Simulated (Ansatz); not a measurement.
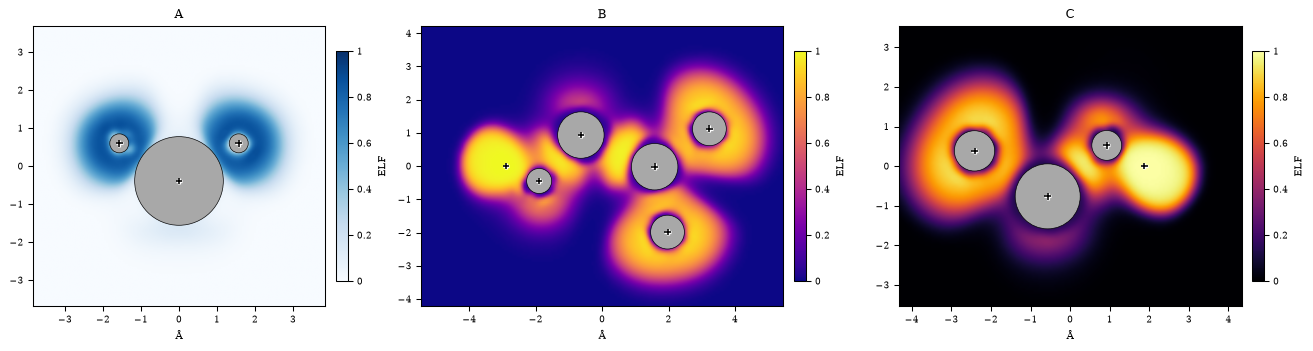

The ELF of 3 systems, each on a plane through atoms (crosses mark nuclei in the plane; grey discs cover the cores).

The calculation used isolated molecule in a Gaussian basis; Kohn-Sham density functional theory, functional PBE0 in Ansatz.

System 1: CH$_{4}$Cl$_{2}$Ge (SMILES Cl[CH2][GeH2][Cl]), the plane of atoms C1, Ge4 and Cl3. Geometry: B3LYP-D3(BJ)/def2-SVP.

```csv
atom,x (Å),y (Å),z (Å)
C,-1.0927,-0.3399,0.4100
Cl,-2.3464,0.7893,1.0380
Cl,0.5607,2.0098,-1.2978
Ge,0.6638,0.5453,0.3091
H,-1.0440,-1.2089,1.0824
H,-1.4037,-0.6793,-0.5873
H,0.9749,1.2925,1.6142
H,1.7588,-0.4733,-0.0668
```

System 2: F$_{2}$O$_{2}$W, the plane of atoms F1, W5 and F2. Geometry: PBE0-D4/def2-SVP; core potentials replace the inner electrons of W.

```xyz
5

F    -1.2431   -0.4263   -1.5772
F     0.2560    1.9387   -0.1479
O    -0.8382   -0.3196    1.2789
O     1.3196   -0.7414   -0.2864
W    -0.1319    0.1225   -0.1934
```

System 3: CH$_{5}$Cl$_{2}$Si$_{2}$ (SMILES C[SiH2][Si+](Cl)Cl) (charge +1), the plane of atoms C1, Si4 and Si5. Geometry: B3LYP/6-31G*.

```csv
atom,x (Å),y (Å),z (Å)
C,0.0317,1.1260,0.5150
Cl,-0.1884,-4.1807,1.2437
Cl,-2.6671,-1.9211,1.3720
Si,0.9064,-0.5234,0.5847
Si,-0.7093,-2.2517,1.0824
H,-0.4331,1.3872,1.4706
H,0.7848,1.8923,0.2891
H,-0.7245,1.1589,-0.2752
H,1.4361,-1.0630,-0.6879
H,1.8382,-0.7480,1.7129
```

> Which map belongs to which system?

Panel A is system 2, F$_{2}$O$_{2}$W: the plane holds F and W. W–F (1.86 Å): the ELF peaks at about 0.80 in the valence shell of F, 0.6 Å from its nucleus, and drops to about 0.25 between the two atoms. Panel B is system 3, CH$_{5}$Cl$_{2}$Si$_{2}$: the plane holds C, Cl, Si and H. C–Si (1.87 Å): the ELF peaks at about 0.95 between the atoms: localised, covalent bonding. Panel C is system 1, CH$_{4}$Cl$_{2}$Ge: the plane holds C, Cl, Ge and H. C–Ge (1.97 Å): the ELF peaks at about 0.95 in the valence shell of C, 0.7 Å from its nucleus, and is about 0.75 at the midpoint.
